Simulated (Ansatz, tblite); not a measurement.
# Cyclo-(F2SiCH2)4 (C₄H₈F₈Si₄): spin states and exact exchange

Is the singlet the ground state of cyclo-(F2SiCH2)4 (C₄H₈F₈Si₄)? Other spin states are computed and compared level by level.

Method: as each input shows; program: Ansatz 0.2.0, Gaussian basis.

Plan: triplet, at the geometry of the singlet (GFN1-xTB, GFN2-xTB, PBE0-D4/def2-TZVP, PBE-D4/def2-TZVP, r2SCAN-D4/def2-TZVP); the singlet's energies come from earlier runs.

**1. The structure**

The singlet was relaxed beforehand with r2SCAN-D4/def2-SVP.

24 atoms, charge 0, spin multiplicity 1.

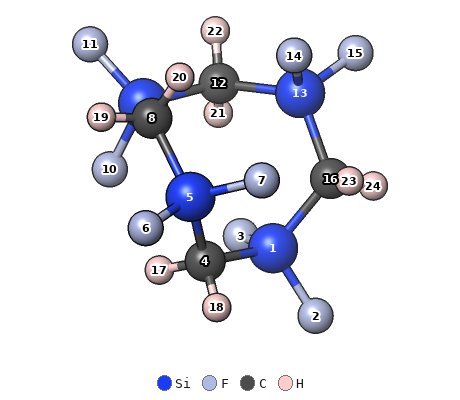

The structure; silicon blue, fluorine light blue, carbon dark grey, hydrogen pink; atoms are numbered from 1 in the order of the file.

**2. Triplet at the fixed geometry, GFN1-xTB**

Tight binding, by tblite at 300 K electronic temperature and without a spin-polarisation term:

```python
tblite.interface.Calculator('GFN1-xTB', numbers, positions, charge=0, uhf=2).singlepoint()
```

Energy -1679.2081 eV; 0.048 s.

**3. Triplet at the fixed geometry, GFN2-xTB**

Tight binding, by tblite at 300 K electronic temperature and without a spin-polarisation term:

```python
tblite.interface.Calculator('GFN2-xTB', numbers, positions, charge=0, uhf=2).singlepoint()
```

Energy -1569.2757 eV; 0.069 s.

**4. Triplet at the fixed geometry, PBE0-D4/def2-TZVP**

File in.yaml:

```yaml
crystal:
  periodic: [false, false, false]
  atoms:
    - {symbol: Si, position_ang: [-1.644616, -1.089873, -0.765757]}
    - {symbol: F, position_ang: [-3.035155, -1.897066, -0.955324]}
    - {symbol: F, position_ang: [-0.927670, -1.080528, -2.224253]}
    - {symbol: C, position_ang: [-2.038478, 0.660164, -0.284361]}
    - {symbol: Si, position_ang: [-1.100298, 1.418048, 1.121324]}
    - {symbol: F, position_ang: [-1.898011, 2.731254, 1.631461]}
    - {symbol: F, position_ang: [-1.158812, 0.352136, 2.346768]}
    - {symbol: C, position_ang: [0.672372, 1.883495, 0.820641]}
    - {symbol: Si, position_ang: [1.475726, 1.318728, -0.749769]}
    - {symbol: F, position_ang: [0.461668, 1.711986, -1.957388]}
    - {symbol: F, position_ang: [2.818333, 2.190872, -0.990326]}
    - {symbol: C, position_ang: [1.906886, -0.481849, -0.896479]}
    - {symbol: Si, position_ang: [1.269212, -1.646940, 0.394434]}
    - {symbol: F, position_ang: [1.624811, -0.983604, 1.834866]}
    - {symbol: F, position_ang: [2.114919, -3.025186, 0.314996]}
    - {symbol: C, position_ang: [-0.540791, -2.061790, 0.360069]}
    - {symbol: H, position_ang: [-1.927009, 1.287795, -1.186609]}
    - {symbol: H, position_ang: [-3.107286, 0.681330, -0.001228]}
    - {symbol: H, position_ang: [0.717595, 2.988448, 0.821251]}
    - {symbol: H, position_ang: [1.261406, 1.531898, 1.686557]}
    - {symbol: H, position_ang: [1.583433, -0.822230, -1.896437]}
    - {symbol: H, position_ang: [3.010319, -0.549942, -0.868903]}
    - {symbol: H, position_ang: [-0.917839, -1.997453, 1.396450]}
    - {symbol: H, position_ang: [-0.620728, -3.119713, 0.048017]}
basis:
  gaussian: {orbitals: def2-TZVP, fitting: {mean_field: def2-universal-jkfit}}
magnetization: {spin_polarized: true, initial_magnetization: 2}
hamiltonian: {xc: pbe0, dispersion: d4}
scf: {omitted_lower_state_checks: [starts]}
output: {orbitals: {seedname: orbitals}}
```

Command:

```sh
ansatz run in.yaml --threads 2 --pin off --events-out ev --progress --plain --max-ram 32768MiB --backend cuda --devices 0, --max-vram 18GiB
```

What it wrote:

```text
Functional definition: PBE0
  name "PBE0"
  cite "Adamo & Barone, J. Chem. Phys. 110, 6158 (1999) doi:10.1063/1.478522"
  cite "Perdew, Burke & Ernzerhof, Phys. Rev. Lett. 77, 3865 (1996) doi:10.1103/PhysRevLett.77.3865"
  parent pbe
  parameter a = 0.25
  parameter kappa = 0.804
  parameter beta = 0.06672455060314922
  exchange = (1 - a)*pbe_x(kappa = kappa, mu = beta*pi^2/3) + a*exact_x
  correlation = pbe_c(beta = beta)
these checks for a lower state are left out or cut short: starts
1572 factors; integrals over basis functions are off by at most 1.6e0 eV
mean field evaluation 1: about -57488.5916 eV, gradient 7.5e1 eV
mean field evaluation 2: about -57484.2662 eV, gradient 8.3e1 eV
mean field evaluation 4: about -57508.4034 eV, gradient 3.3e0 eV
mean field evaluation 8: about -57508.4333 eV, gradient 1.6e-1 eV
mean field evaluation 16: about -57508.4335 eV, gradient 5.0e-4 eV
mean field -57508.43347654 eV, -2113.3959496467 hartree, gradient 1.4e-5 eV, S^2 2.004335; 0 other end points of the search recorded, 0 dependent functions left out
reference -57508.43352373 eV, -2113.3959513809 hartree; 81, 79 occupied and 487, 489 virtual orbitals, 1572 factors
Total energy: -57509.34817922 eV, -2113.4295643499 hartree
Checks for a lower state left out: starts
```

It took 11 s on 1 × H100 (card shared with other runs) with 2 threads of AMD EPYC 7R13, shared host; peak host memory 1.2 GiB.

HOMO -2.31 eV, LUMO -8.11 eV (over both spins; with the spin held, an empty level of the minority spin lies below the top filled one); ⟨S²⟩ 2.004 (pure: 2.00).

**5. Triplet at the fixed geometry, PBE-D4/def2-TZVP**

start.molden holds the orbitals of an earlier run on this state, given as this run's starting guess.

Changes to in.yaml since step 4:

```diff
@@ -28,5 +28,5 @@
 basis:
-  gaussian: {orbitals: def2-TZVP, fitting: {mean_field: def2-universal-jkfit}}
+  gaussian: {orbitals: def2-TZVP, fitting: {mean_field: def2-universal-jkfit}, initial_orbitals: start.molden}
 magnetization: {spin_polarized: true, initial_magnetization: 2}
-hamiltonian: {xc: pbe0, dispersion: d4}
+hamiltonian: {xc: pbe, dispersion: d4}
 scf: {omitted_lower_state_checks: [starts]}
```

Same command.

What it wrote:

```text
Functional definition: PBE
  name "PBE"
  cite "Perdew, Burke & Ernzerhof, Phys. Rev. Lett. 77, 3865 (1996) doi:10.1103/PhysRevLett.77.3865"
  parent pbe
  parameter kappa = 0.804
  parameter beta = 0.06672455060314922
  exchange = pbe_x(kappa = kappa, mu = beta*pi^2/3)
  correlation = pbe_c(beta = beta)
these checks for a lower state are left out or cut short: starts
1572 factors; integrals over basis functions are off by at most 1.6e0 eV
mean field evaluation 1: about -57505.1395 eV, gradient 1.5e1 eV
mean field evaluation 2: about -57505.5752 eV, gradient 5.6e-1 eV
mean field evaluation 4: about -57505.5665 eV, gradient 1.7e-1 eV
mean field evaluation 8: about -57505.5668 eV, gradient 3.1e-5 eV
mean field -57505.56676024 eV, -2113.2905997656 hartree, gradient 3.1e-5 eV, S^2 2.002005; 0 other end points of the search recorded, 0 dependent functions left out
reference -57505.56682608 eV, -2113.2906021851 hartree; 81, 79 occupied and 487, 489 virtual orbitals, 1572 factors
Total energy: -57506.61168366 eV, -2113.3289999929 hartree
Checks for a lower state left out: starts
```

It took 6.5 s on 1 × H100 (card shared with other runs) with 2 threads of AMD EPYC 7R13, shared host; peak host memory 1.1 GiB.

Report: HOMO -1.71 eV, LUMO -8.04 eV (over both spins; with the spin held, an empty level of the minority spin lies below the top filled one); ⟨S²⟩ 2.002 (pure: 2.00).

**6. Triplet at the fixed geometry, r2SCAN-D4/def2-TZVP**

Changes to in.yaml since step 5:

```diff
@@ -30,3 +30,3 @@
 magnetization: {spin_polarized: true, initial_magnetization: 2}
-hamiltonian: {xc: pbe, dispersion: d4}
+hamiltonian: {xc: r2scan, dispersion: d4}
 scf: {omitted_lower_state_checks: [starts]}
```

Same command.

What it wrote:

```text
Functional definition: r2SCAN
  name "r2SCAN"
  cite "Furness, Kaplan, Ning, Perdew & Sun, J. Phys. Chem. Lett. 11, 8208 (2020) doi:10.1021/acs.jpclett.0c02405"
  cite "Furness, Kaplan, Ning, Perdew & Sun, J. Phys. Chem. Lett. 11, 9248 (2020) doi:10.1021/acs.jpclett.0c03077"
  parent r2scan
  parameter k0 = 0.174
  parameter k1 = 0.065
  parameter a1 = 4.9479
  exchange = r2scan_x(k0 = k0, k1 = k1, a1 = a1)
  correlation = r2scan_c
these checks for a lower state are left out or cut short: starts
1572 factors; integrals over basis functions are off by at most 1.6e0 eV
mean field evaluation 1: about -57534.2545 eV, gradient 8.1e0 eV
mean field evaluation 2: about -57534.3646 eV, gradient 1.7e-1 eV
mean field evaluation 4: about -57534.3812 eV, gradient 2.4e-3 eV
mean field -57534.38116878 eV, -2114.3495097485 hartree, gradient 1.7e-5 eV, S^2 2.003962; 0 other end points of the search recorded, 0 dependent functions left out
reference -57534.38118930 eV, -2114.3495105026 hartree; 81, 79 occupied and 487, 489 virtual orbitals, 1572 factors
Total energy: -57534.66870519 eV, -2114.3600765165 hartree
Checks for a lower state left out: starts
```

Run time: 9 s. Hardware: 1 × H100 (card shared with other runs) with 2 threads of AMD EPYC 7R13, shared host; peak host memory 1.2 GiB.

HOMO -1.74 eV, LUMO -8.27 eV (over both spins; with the spin held, an empty level of the minority spin lies below the top filled one); ⟨S²⟩ 2.004 (pure: 2.00).

**7. Triplet less singlet, vertical**

The singlet's energies are those of its earlier runs, whose logs aren't repeated here.

| level | triplet less singlet, vertical (kJ/mol) | time |
| --- | --- | --- |
| GFN1-xTB | +684.6 | 0.089 s |
| GFN2-xTB | +651.1 | 0.11 s |
| PBE-D4/def2-TZVP | +617.5 | 12 s |
| r2SCAN-D4/def2-TZVP | +659.9 | 17 s |
| PBE0-D4/def2-TZVP | +702.8 | 19 s |

Times add the two runs; a level without a time comes out of a correlated run. Tight binding without a spin term can't rank spin states.

**8. Results**

```
                                                quantity                                       value
triplet less singlet, vertical, functionals in def2-TZVP  +617.5 (PBE-D4) to +702.8 kJ/mol (PBE0-D4)
```

All functionals put the triplet above the singlet, over a spread of 85.2 kJ/mol. The checks for a lower triplet were left out, so another state of that spin may lie lower. These are electronic energies, without zero-point motion, entropy or surroundings.
